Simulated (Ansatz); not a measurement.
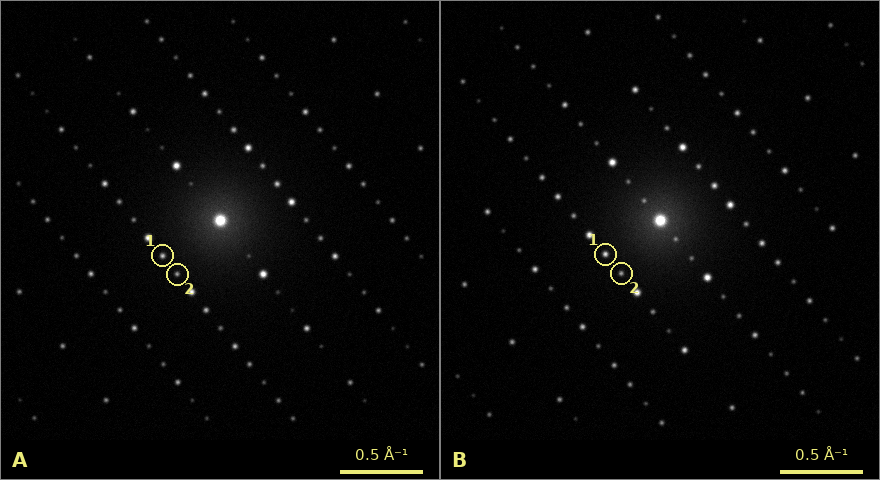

Kinematic electron diffraction patterns (120 kV, B = 0.5 Å², same scale) along [1-10] of the run's own cell, for the start and the end of one relaxation of PtW2 with DFT PBE, scalar-relativistic, plane waves, PAW (Ansatz). k mesh 18×18×18. The start is a generated model structure, and the relaxation ends in the nearest stationary point of its symmetry, not necessarily the ground state. Spot 1 is 0 0 -1 and spot 2 is 1 1 0 in both.

Start structure:

```yaml
crystal:
  lattice:
    - [1.47294, 0.85040, 6.54979]
    - [-1.47294, 0.85040, 6.54979]
    - [0.00000, -1.70081, 6.54979]
  atoms:
    - { symbol: Pt, position: [0.00000, 0.00000, 0.00000] }
    - { symbol: W, position: [0.78320, 0.78320, 0.78320] }
    - { symbol: W, position: [0.21680, 0.21680, 0.21680] }
```

**Which pattern belongs to the start structure, and which to the relaxed one?**

B is the start: its cell gives d(1) = 2.530 Å, d(2) = 2.469 Å and an angle of 22.0°. A is the relaxed structure, with d(1) = 2.411 Å (-4.7 %), d(2) = 2.365 Å (-4.2 %) and 19.5°.

**Name reflections whose intensity changes strongly on relaxation.**

8 8 8, 1 1 1 fade out of sight; 6 6 5 comes into sight; 6 6 7 goes from 11 to 1.6 % of the strongest spot; 7 7 8 goes from 2 to 9.9 % of the strongest spot; 3 3 4 goes from 25 to 7.3 % of the strongest spot.

**What did the relaxation do to the structure and the energy?**

The volume changed by -2.8 % to 15.95 Å³ an atom; with the mean shift removed, the atoms moved by up to 0.15 Å relative to the cell (W most); the space group stayed R-3m (No. 166); the free energy fell by 220 meV an atom. Relaxed cell: a = 7.223 Å, b = 7.223 Å, c = 7.223 Å, α = 22.37°, β = 22.37°, γ = 22.37°.
